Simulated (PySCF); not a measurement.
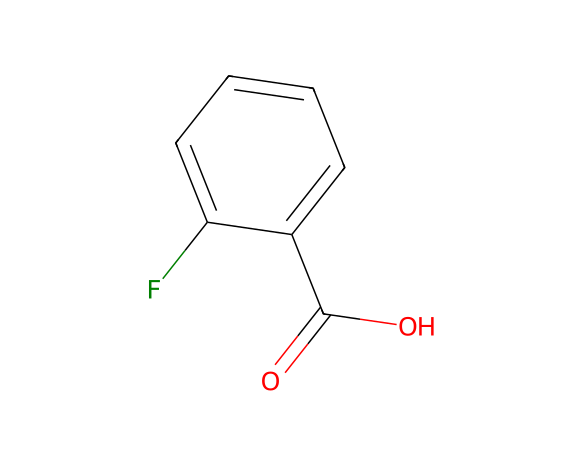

**Transcribe the drawing into SMILES.**

O=C(O)c1ccccc1F

**What is the molecular formula?**

C7H5FO2.

More results for the same structure follow; atom numbers are the same in all pictures, views and colours differ. Computed geometry: PBE0-D3(BJ)/def2-TZVP optimisation. No frequency run is at hand to confirm it as a minimum.

Shape

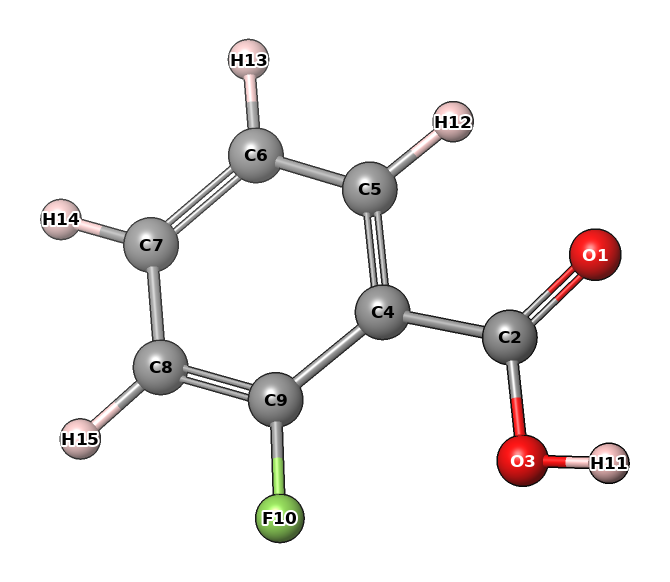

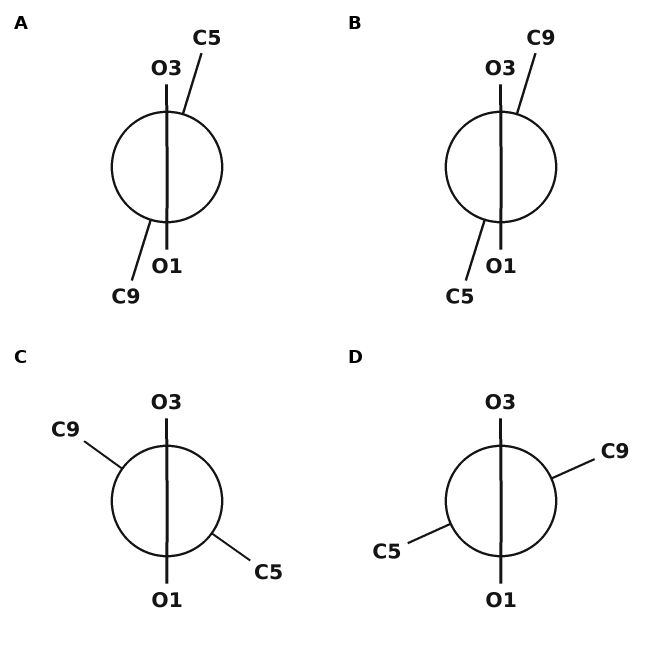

Depth is shown by fading: the farther an atom, the more it takes the colour of the background. Bonds that would overlap in a projection are set slightly apart. No frequency run is at hand to confirm it as a minimum.

**Which Newman projection shows the view along C2–C4, with C2 in front?**

B. The torsion angle O3–C2–C4–C5 is −174°, antiperiplanar (anti).

Dipole moment

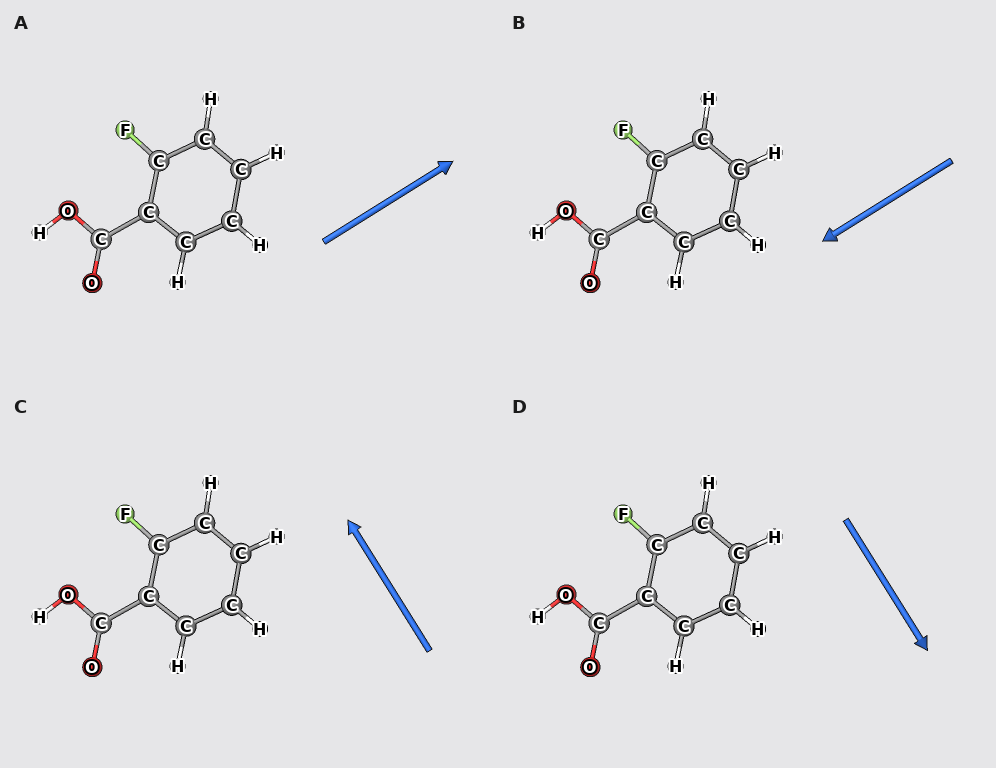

The same molecule four times, each with an arrow. No frequency run is at hand to confirm it as a minimum. Method: PBE0/pcSseg-2, gas phase (PySCF 2.14.0).

**Which arrow points along the dipole moment, from the negative to the positive end?**

A. The dipole moment is 2.00 D.

NMR shielding

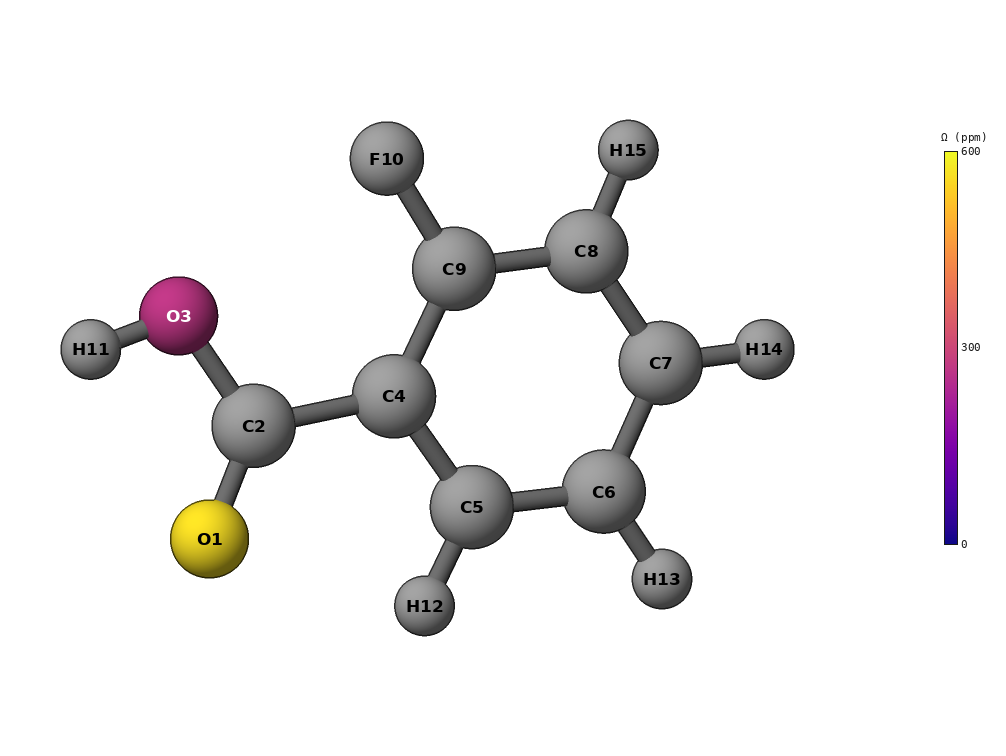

The O atoms are coloured by the span of their shielding tensor. No frequency run is at hand to confirm it as a minimum. Level of theory: GIAO PBE0/pcSseg-2 NMR shielding, non-relativistic, gas phase (PySCF 2.14.0). Principal shieldings σ11 ≤ σ22 ≤ σ33, span Ω = σ33 − σ11, skew κ = 3(σiso − σ22)/Ω.

**Which O atom has the most anisotropic shielding?**

O1, with a span of 564 ppm.

Give the shielding tensors of the O atoms.

| atom | σ11 | σ22 | σ33 | σiso | Ω | κ |
| --- | --- | --- | --- | --- | --- | --- |
| O1 | −290.6 | −211.0 | 273.5 | −76.0 | 564.0 | 0.72 |
| O3 | −27.1 | 146.4 | 241.0 | 120.1 | 268.1 | −0.29 |

Shieldings and span in ppm.

Ring current

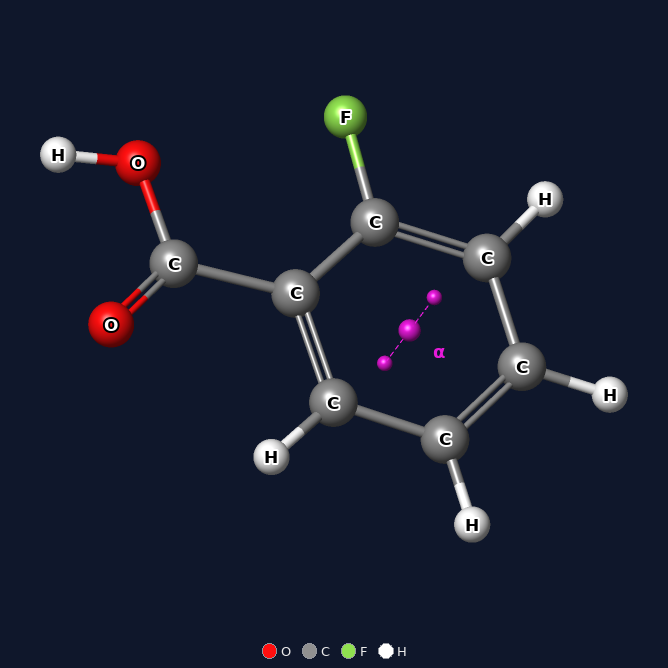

The small points mark where nucleus-independent chemical shifts (NICS) were computed: at the centre of each lettered ring and 1 Å above and below it. No frequency run is at hand to confirm it as a minimum. Level of theory: GIAO B97-2/pcSseg-2 NMR shielding, non-relativistic, gas phase (PySCF 2.14.0).

Give NICS(0), NICS(1) and the out-of-plane component NICS(1)zz for each ring (means of the two sides).

| ring | members | NICS(0) | NICS(1) | NICS(1)zz |
| --- | --- | --- | --- | --- |
| α | C6 | −9.7 | −9.8 | −26.6 |

Values in ppm.

**What do the values say about the ring currents?**

Ring α: diatropic, as in an aromatic ring. NICS is one index among several.

Quadrupole coupling

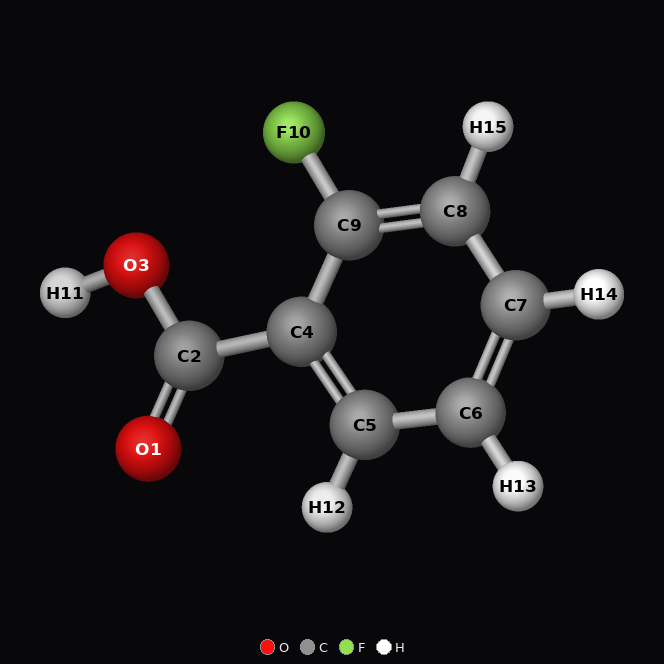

No frequency run is at hand to confirm it as a minimum. Electric field gradients from the ground-state density, PBE0/pcSseg-2 (PySCF 2.14.0), non-relativistic apart from any core potentials.

Give the largest field-gradient component, the quadrupole coupling constant and the asymmetry for 17O at O1 (Q = −25.6 mb), 17O at O3 (Q = −25.6 mb), 2H at H11 (Q = 2.86 mb), 2H at H12 (Q = 2.86 mb), 2H at H13 (Q = 2.86 mb), 2H at H14 (Q = 2.86 mb).

```
atom  V_zz (a.u.)  e²qQ/h (MHz)     η
  O1       −1.517          9.12  0.11
  O3        1.528         −9.19  0.48
 H11        0.426         0.286  0.10
 H12        0.288         0.194  0.04
 H13        0.296         0.199  0.07
 H14        0.294         0.197  0.05
```
